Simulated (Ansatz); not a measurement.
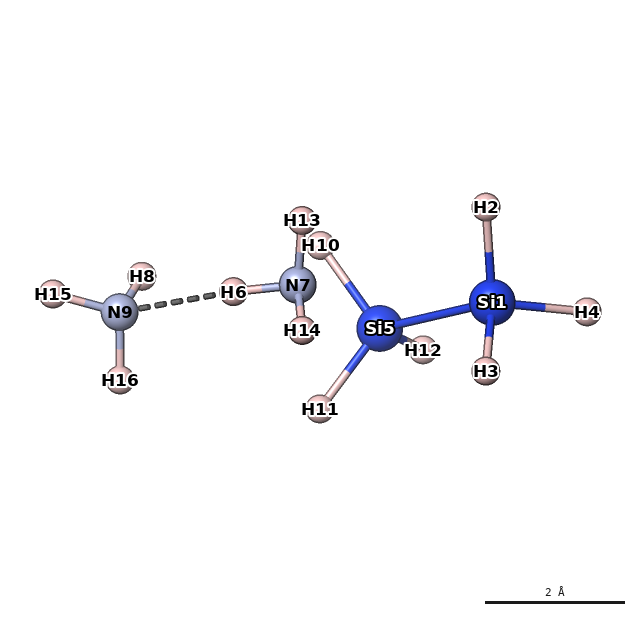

Broken lines mark hydrogen bonds. The geometry was computed by an optimisation with PBE0-D4/def2-TZVP.

Give donor, acceptor, H···A distance and D–H···A angle of each hydrogen bond.

```tsv
D–H···A	D–H (Å)	H···A (Å)	angle (°)	kind
N7–H6···N9	1.02	2.13	165	intermolecular
```
